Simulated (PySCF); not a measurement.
**SiH2(NHiPr)2: geometry, NMR shifts, electronic excitations and core binding energies, part 1 of 2**

Aim: predict the NMR shifts, electronic excitations and core binding energies of SiH2(NHiPr)2 (`[H][Si]([H])(NC(C)C)NC(C)C`).

The runs use PySCF 2.14.0, with density-fitted response routines of our own; the level of theory stands in each step. All values are computed, except where a source is named. Atoms count from 0, in the outputs and in this text.

## (1) Starting geometry

27 atoms, charge 0, multiplicity 1; geometry from: GFN2-xTB. The atoms were then displaced at random by about 0.03 Å, so the start is not that level's minimum.

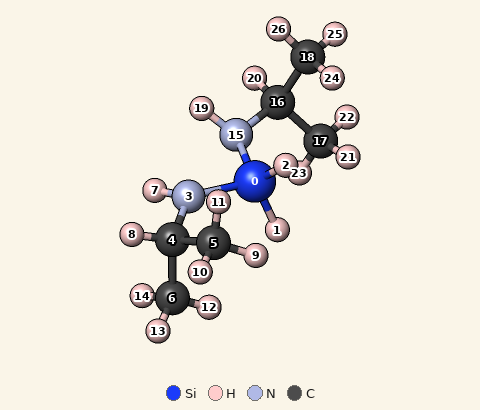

As it starts; silicon blue, hydrogen pink, nitrogen light blue, carbon dark grey, atoms numbered.

## (2) Relaxing the molecule at PBE0-D3(BJ)/def2-SVP

What the job is given:

```
{"job": {"xc": "PBE0", "basis": "def2-SVP", "d3": "d3bj", "grid": 1, "maxiter": 40, "shake": 0.03, "kind": "geom"}, "charge": 0, "multiplicity": 1}
Si     0.236500    -0.076760     0.125770
H      0.283010     0.464790     1.493810
H      1.433570    -0.483640    -0.361900
N     -0.272320     1.154870    -1.057080
C      0.232790     2.417300    -1.305420
C      1.732150     2.304680    -1.479810
C     -0.022980     3.420100    -0.140320
H     -1.330830     1.240530    -1.127180
H     -0.194230     2.858100    -2.145150
H      2.209900     1.990250    -0.510700
H      2.144180     3.224700    -1.778510
H      1.962230     1.530950    -2.199730
H      0.298360     3.089340     0.755870
H      0.320060     4.410640    -0.346530
H     -1.138310     3.502240     0.001450
N     -1.106150    -1.108630     0.108240
C     -1.054520    -2.405820     0.733920
C     -0.664560    -2.271140     2.212630
C     -0.144790    -3.448900     0.023260
H     -1.647320    -1.208220    -0.791290
H     -2.131870    -2.845670     0.693150
H      0.428750    -2.052890     2.225340
H     -0.743710    -3.197080     2.656210
H     -1.257340    -1.518570     2.661210
H      0.930790    -3.090870     0.052690
H     -0.204670    -4.359530     0.493200
H     -0.451260    -3.586380    -0.972730
```

The run is started by

```bash
OMP_NUM_THREADS=1 python probes_run.py task.json out
```

This one command runs all jobs of the session in turn.

What it wrote:

```text
step   0  E = -637.59546714  max force = 0.072201
step   1  E = -637.64673520  max force = 0.016389
step   2  E = -637.65026601  max force = 0.005345
step   3  E = -637.65099042  max force = 0.002765
step   4  E = -637.65134726  max force = 0.002530
step   5  E = -637.65173916  max force = 0.003935
step   6  E = -637.65188311  max force = 0.002690
step   7  E = -637.65193876  max force = 0.001005
step   8  E = -637.65195243  max force = 0.000737
step   9  E = -637.65195766  max force = 0.000607
step  10  E = -637.65195715  max force = 0.000538
step  11  E = -637.65195644  max force = 0.000273
optimisation converged
```

It took 7.2 min on 1 thread of Intel Xeon at 2.70GHz, shared host; peak memory 1.1 GiB.

The steps of the relaxation:

```
step  energy from step 0 (eV)  largest force component (eV/Å)
   0                   0.0000                          3.7127
   1                  -1.3951                          0.8428
   2                  -1.4912                          0.2749
   3                  -1.5109                          0.1422
   4                  -1.5206                          0.1301
   5                  -1.5312                          0.2023
   6                  -1.5352                          0.1383
   7                  -1.5367                          0.0517
   8                  -1.5370                          0.0379
   9                  -1.5372                          0.0312
  10                  -1.5372                          0.0277
  11                  -1.5372                          0.0140
```

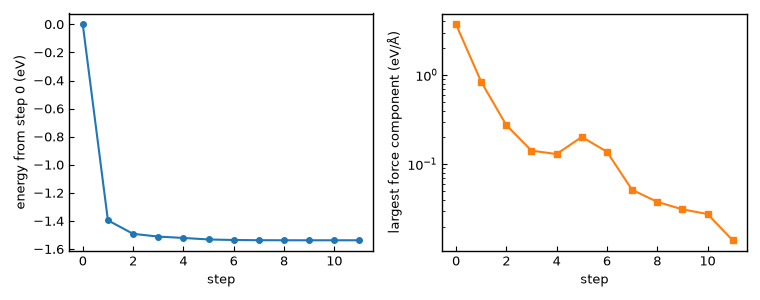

Energy and force, step by step.

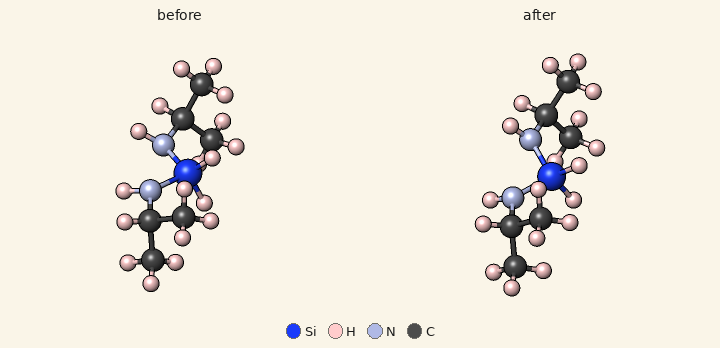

The geometry before (left) and after (right).

Close pairs (by a distance rule), those that changed most:

```
   bond  before (Å)  after (Å)  change (Å)
 Si0–H2       1.355      1.500      +0.145
 C6–H12       1.008      1.102      +0.095
C18–H25       1.026      1.102      +0.075
  N3–C4       1.382      1.454      +0.072
C17–H22       1.030      1.100      +0.070
  C4–H8       1.040      1.107      +0.067
C16–H20       1.164      1.107      -0.058
C18–H26       1.051      1.101      +0.050
```

The final coordinates are the input of the step that follows.

```
                         at the end point                value
  point group (found at 0.08 Å tolerance)                   C2
rotational constants (GHz, main isotopes)  3.242, 0.529, 0.500
                        dipole moment (D)                 1.06
```

## (3) Nuclear shieldings: PBE0/pcSseg-1

What the job is given:

```
{"job": {"kind": "nmr", "xc": "PBE0", "basis": "pcSseg-1"}, "charge": 0, "multiplicity": 1}
Si     0.271335    -0.005371     0.167088
H      0.399538     0.235300     1.641578
H      1.664143    -0.246713    -0.334565
N     -0.416873     1.274977    -0.780883
C      0.157016     2.544617    -1.195816
C      1.607990     2.390720    -1.626732
C      0.011590     3.625330    -0.125737
H     -1.423289     1.339042    -0.650953
H     -0.406525     2.881772    -2.087080
H      2.257335     2.134469    -0.773994
H      1.981089     3.332591    -2.055485
H      1.712477     1.597567    -2.381386
H      0.584960     3.354822     0.776220
H      0.375852     4.601520    -0.484098
H     -1.041980     3.746229     0.171358
N     -0.876138    -1.287942    -0.058447
C     -1.015220    -2.550757     0.649767
C     -0.822326    -2.380125     2.149045
C     -0.089275    -3.631622     0.094331
H     -1.172350    -1.364936    -1.027990
H     -2.056482    -2.894711     0.499254
H      0.218248    -2.114628     2.395673
H     -1.057392    -3.318664     2.672770
H     -1.475678    -1.587829     2.542852
H      0.965768    -3.352896     0.250597
H     -0.263297    -4.604670     0.581266
H     -0.243088    -3.763700    -0.988236
```

With the program's defaults for keys left out, this is: GIAO PBE0/pcSseg-1 NMR shielding, non-relativistic, gas phase.

What it wrote:

```text
coarse grid: 21424 points
cycle   1  E = -637.7748676022  dE =  5.955e-01  |g| = 6.100e-01  |ddm| = 4.352e+00
cycle   2  E = -637.7338783313  dE =  4.099e-02  |g| = 7.521e-01  |ddm| = 1.244e+00
cycle   3  E = -637.8646767262  dE = -1.308e-01  |g| = 7.894e-02  |ddm| = 7.602e-01
cycle   4  E = -637.8658080849  dE = -1.131e-03  |g| = 3.376e-02  |ddm| = 9.724e-02
cycle   5  E = -637.8660639998  dE = -2.559e-04  |g| = 4.491e-03  |ddm| = 3.045e-02
cycle   6  E = -637.8660676955  dE = -3.696e-06  |g| = 1.582e-03  |ddm| = 4.898e-03
final grid: 197856 points
cycle   7  E = -637.9164023768  dE = -5.945e-05  |g| = 1.153e-02  |ddm| = 3.759e-02
cycle   8  E = -637.9163862071  dE =  1.617e-05  |g| = 1.415e-02  |ddm| = 2.291e-02
cycle   9  E = -637.9164364401  dE = -5.023e-05  |g| = 7.873e-04  |ddm| = 1.269e-02
cycle  10  E = -637.9164365489  dE = -1.088e-07  |g| = 3.530e-04  |ddm| = 9.777e-04
cycle  11  E = -637.9164365748  dE = -2.592e-08  |g| = 6.123e-05  |ddm| = 3.162e-04
cycle  12  E = -637.9164365754  dE = -6.667e-10  |g| = 2.627e-05  |ddm| = 8.111e-05
converged SCF energy = -637.9164365754

GIAO shielding tensors (ppm)
atom      isotropic    diamagn.    paramagn.     s11        s22        s33       span
  0 Si     405.529     885.057    -479.527    371.282    393.615    451.690     80.408
  1 H       26.017      34.063      -8.047     21.426     27.053     29.570      8.144
  2 H       26.020      34.035      -8.015     21.431     27.054     29.574      8.143
  3 N      211.873     329.237    -117.363    169.075    200.558    265.986     96.911
  4 C      137.571     236.490     -98.919    119.760    132.971    159.982     40.222
  5 C      158.654     248.125     -89.471    143.813    152.758    179.390     35.576
  6 C      153.982     247.094     -93.112    134.757    144.115    183.075     48.318
  7 H       31.283      37.987      -6.704     22.225     31.836     39.788     17.563
  8 H       28.205      29.587      -1.383     24.032     26.904     33.678      9.646
  9 H       30.153      31.273      -1.120     26.852     29.438     34.170      7.318
 10 H       30.180      28.229       1.951     26.011     27.892     36.637     10.627
 11 H       29.878      30.862      -0.984     25.854     28.091     35.690      9.836
 12 H       30.203      30.109       0.094     27.458     29.108     34.043      6.585
 13 H       30.225      27.514       2.710     25.803     27.759     37.112     11.309
 14 H       30.103      29.569       0.534     26.414     28.191     35.705      9.291
 15 N      211.830     329.182    -117.353    169.684    200.302    265.502     95.818
 16 C      137.522     236.502     -98.979    119.688    132.896    159.983     40.296
 17 C      158.729     248.038     -89.309    143.723    153.014    179.449     35.726
 18 C      153.917     247.089     -93.172    134.704    144.019    183.028     48.325
 19 H       31.265      37.960      -6.695     22.232     31.803     39.760     17.528
 20 H       28.209      29.599      -1.390     24.045     26.911     33.672      9.627
 21 H       30.134      31.262      -1.129     26.801     29.446     34.153      7.351
 22 H       30.183      28.214       1.969     26.006     27.904     36.639     10.633
 23 H       29.889      30.854      -0.964     25.874     28.086     35.708      9.834
 24 H       30.208      30.100       0.108     27.461     29.117     34.046      6.585
 25 H       30.219      27.499       2.719     25.798     27.748     37.111     11.313
 26 H       30.098      29.557       0.541     26.409     28.190     35.694      9.285
```

Run time: 2.1 min. Hardware: 1 thread of Intel Xeon at 2.70GHz, shared host; peak memory 1.3 GiB.

The references, computed at this level on geometries of the same kind, shield at (ppm): 1H TMS 31.27, 13C TMS 184.4, 29Si TMS 352.0, 15N NH3 265.7. Their shielding less the atom's gives the shift. The references are single molecules in the gas phase, so shifts against H2O, NH3, PH3, H3PO4 or CFCl3 are not on the usual liquid scales and can be off by tens of ppm. Atoms listed in one row are averaged.

```
                            atoms                             environment  σ (ppm)  δ (ppm)
                          C4, C16              carbon bonded to 2 C, N, H    137.5     46.9
                 C5, C6, C17, C18                 carbon bonded to C, 3 H    156.3     28.1
                           H1, H2     hydrogen on a silicon bonded to 2 N    26.02     5.25
                          H8, H20   hydrogen on a carbon bonded to 2 C, N    28.21     3.06
H9, H10, H11, H12, H13 and 7 more        hydrogen on a carbon bonded to C    30.12     1.14
                          H7, H19  hydrogen on a nitrogen bonded to C, Si    31.27    -0.01
                              Si0              silicon bonded to 2 N, 2 H    405.5    -53.5
                          N3, N15             nitrogen bonded to C, Si, H    211.9     53.8
```

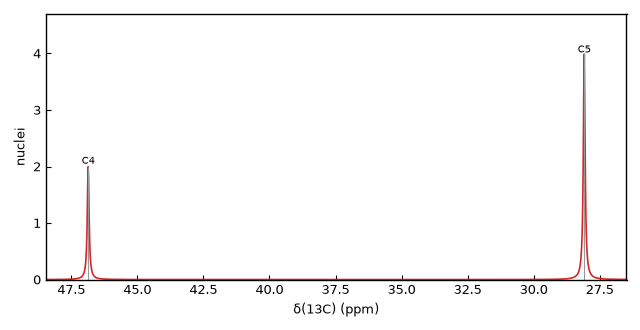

13C lines at the computed shifts, without couplings. Lines are broadened to a width of 0.08 ppm (Lorentzian).

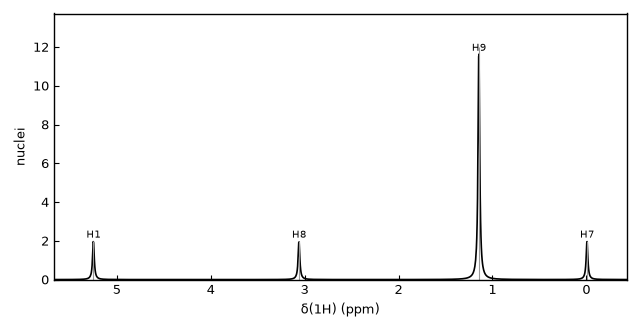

1H lines at the computed shifts, without couplings. Lines are broadened to a width of 0.02 ppm (Lorentzian).

The run also stored atomic charges by several schemes (e):

```
           atoms  Mulliken    IAO  Hirshfeld  ESP fit
             Si0      0.84   0.96       0.37     0.87
         N3, N15     -0.67  -0.68      -0.24    -0.93
         C4, C16     -0.10   0.02       0.03     0.68
C5, C6, C17, C18     -0.25  -0.42      -0.12    -0.59
```

Hirshfeld charges:

Si0 0.37; H1 -0.10; H2 -0.10; N3 -0.24; C4 0.03; C5 -0.12; C6 -0.12; H7 0.11; H8 0.03; H9 0.04; H10 0.04; H11 0.04; H12 0.04; H13 0.04; H14 0.04; N15 -0.24; C16 0.03; C17 -0.12; C18 -0.12; H19 0.11; H20 0.03; H21 0.04; H22 0.04; H23 0.04; H24 0.04; H25 0.04; H26 0.04

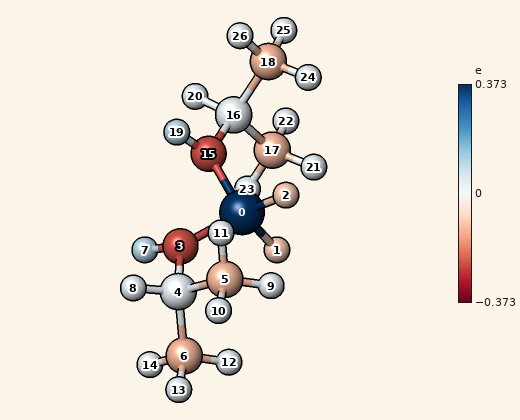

Hirshfeld charges, as colours on the atoms.

Mayer bond orders: Si0–N3 0.98, Si0–N15 0.98, N3–C4 0.95, C4–C5 1.04, C4–C6 1.02, N15–C16 0.95, C16–C17 1.04, C16–C18 1.02.

Orbitals, density, ELF and potential are computed afterwards from the orbital file.

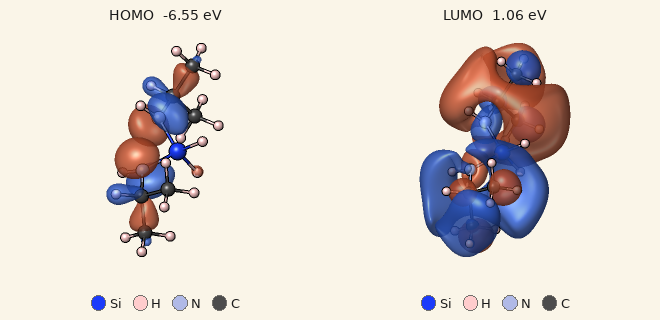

PBE0/pcSseg-1 orbitals near the gap, drawn at the value that encloses 70 % of each; the two colours are the two signs.

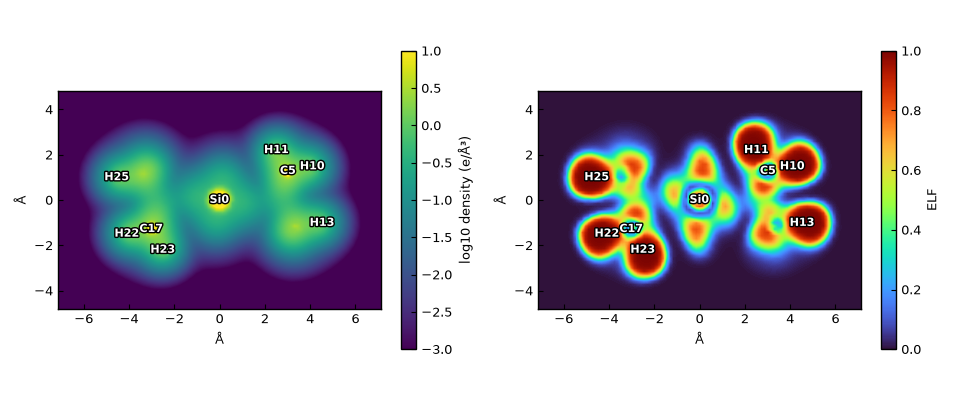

Density (left) and ELF (right) in a plane through or near 9 of the atoms.

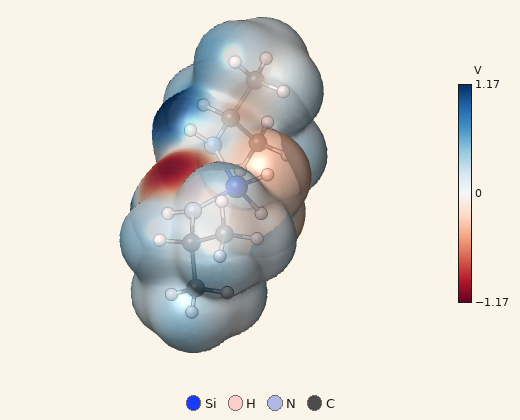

The potential that a unit positive charge feels on the 0.002 e/bohr³ surface, from -0.95 V near N3 to 1.17 V near H19.

## (4) Ultraviolet spectrum: CAM-B3LYP/def2-SVPD

Same as in step 3 but for these lines:

```diff
@@ -1,2 +1,2 @@
-{"job": {"kind": "nmr", "xc": "PBE0", "basis": "pcSseg-1"}, "charge": 0, "multiplicity": 1}
+{"job": {"kind": "uv", "xc": "CAM-B3LYP", "basis": "def2-SVPD", "ip": false, "nstates": 10}, "charge": 0, "multiplicity": 1}
 Si     0.271335    -0.005371     0.167088
```

Level: TDDFT CAM-B3LYP/def2-SVPD, vertical, gas phase, core orbitals frozen in the response.

What it wrote:

```text
coarse grid: 21424 points
cycle   1  E = -637.8345949196  dE =  7.483e-01  |g| = 5.361e-01  |ddm| = 7.706e+00
cycle   2  E = -637.8426297524  dE = -8.035e-03  |g| = 5.376e-01  |ddm| = 1.961e+00
cycle   3  E = -637.9052670081  dE = -6.264e-02  |g| = 6.303e-02  |ddm| = 9.757e-01
cycle   4  E = -637.9059912114  dE = -7.242e-04  |g| = 3.169e-02  |ddm| = 1.586e-01
cycle   5  E = -637.9062330029  dE = -2.418e-04  |g| = 3.194e-03  |ddm| = 5.044e-02
cycle   6  E = -637.9062358235  dE = -2.821e-06  |g| = 7.548e-04  |ddm| = 1.696e-02
final grid: 197856 points
cycle   7  E = -638.0056131935  dE = -5.760e-05  |g| = 4.673e-03  |ddm| = 1.373e-01
cycle   8  E = -638.0056141770  dE = -9.835e-07  |g| = 4.416e-03  |ddm| = 1.948e-02
cycle   9  E = -638.0056190343  dE = -4.857e-06  |g| = 3.302e-04  |ddm| = 6.508e-03
cycle  10  E = -638.0056190507  dE = -1.636e-08  |g| = 2.435e-04  |ddm| = 1.188e-03
cycle  11  E = -638.0056190637  dE = -1.306e-08  |g| = 3.066e-05  |ddm| = 4.512e-04
cycle  12  E = -638.0056190640  dE = -2.537e-10  |g| = 1.042e-05  |ddm| = 1.262e-04
converged SCF energy = -638.0056190640

Static polarisability (au): isotropic 116.895, principal 102.658 109.324 138.704

Singlet excitations
state   eV       nm        f      main configurations
  1   6.1530    201.5   0.00092   H-1->L 0.36, H->L+1 0.17, H->L 0.17
  2   6.1979    200.0   0.01963   H->L 0.35, H-1->L+1 0.19, H-1->L 0.16
  3   6.7407    183.9   0.00002   H->L+1 0.30, H-1->L+1 0.13, H-1->L 0.10
  4   6.8346    181.4   0.01595   H-1->L+1 0.28, H->L+4 0.15, H->L+1 0.12
  5   7.1000    174.6   0.01122   H->L+2 0.49, H-1->L+2 0.22, H->L 0.11
  6   7.1815    172.6   0.00015   H-1->L+2 0.36, H->L+2 0.16, H-1->L+4 0.11
  7   7.2574    170.8   0.02997   H->L+4 0.34, H->L+7 0.13, H-1->L+6 0.10
  8   7.2686    170.6   0.00565   H-1->L+4 0.34, H->L+4 0.09, H-1->L+2 0.08
  9   7.5462    164.3   0.00031   H-1->L+3 0.38, H->L+3 0.21
 10   7.5896    163.4   0.00661   H->L+3 0.37, H-1->L+3 0.21, H-1->L+5 0.09

Triplet excitations (Tamm-Dancoff, eV): 5.9335 5.9751 6.5155 6.5894
```

It took 4.2 min on 1 thread of Intel Xeon at 2.70GHz, shared host; peak memory 1.9 GiB.

Frontier orbitals and where they lie:

```
orbital      eV                       atoms
 HOMO−3  -10.52   C4 10 %, C16 10 %, C5 9 %
 HOMO−2  -10.35   Si0 16 %, C16 9 %, C4 9 %
 HOMO−1   -8.00  N15 54 %, Si0 9 %, C16 9 %
   HOMO   -8.00   N3 52 %, Si0 11 %, C4 8 %
   LUMO    1.25   Si0 17 %, C18 7 %, C6 7 %
 LUMO+1    1.43  C6 10 %, C18 10 %, Si0 5 %
 LUMO+2    1.86     Si0 9 %, H1 9 %, H2 9 %
```

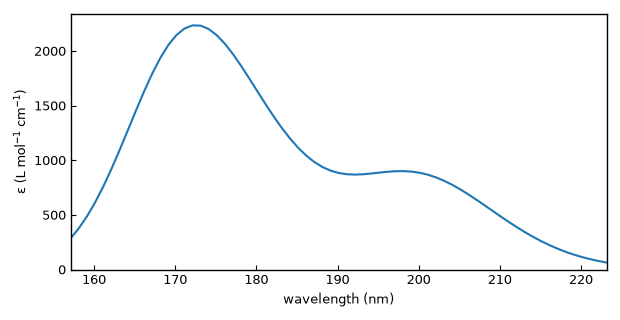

Absorption spectrum: each of the 10 states is a Gaussian band of 0.4 eV half-width at 1/e. Beyond the last state computed it falls off for lack of states.

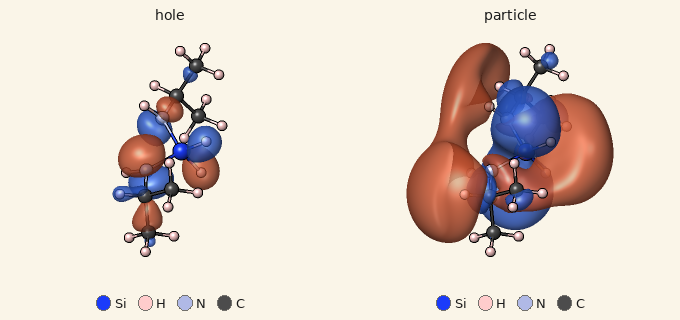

Leading natural transition orbitals of singlet state 7: the electron leaves the hole (left) for the particle orbital (right).

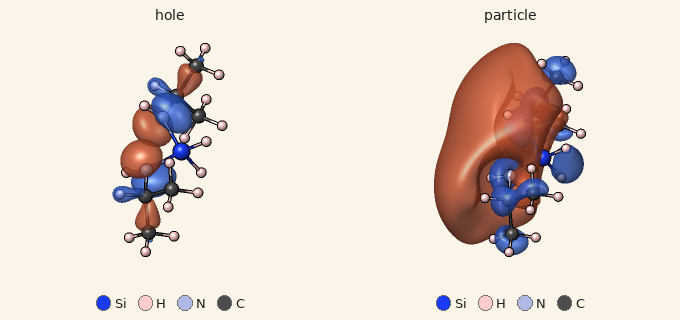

Leading natural transition orbitals of singlet state 1: the electron leaves the hole (left) for the particle orbital (right).

Further results of this job:

```
           property  computed
  dipole moment (D)      0.87
polarisability (Å³)     17.32
 HOMO–LUMO gap (eV)      9.24
      −ε(HOMO) (eV)      8.00
```

(Continued in part 2 of 2.)
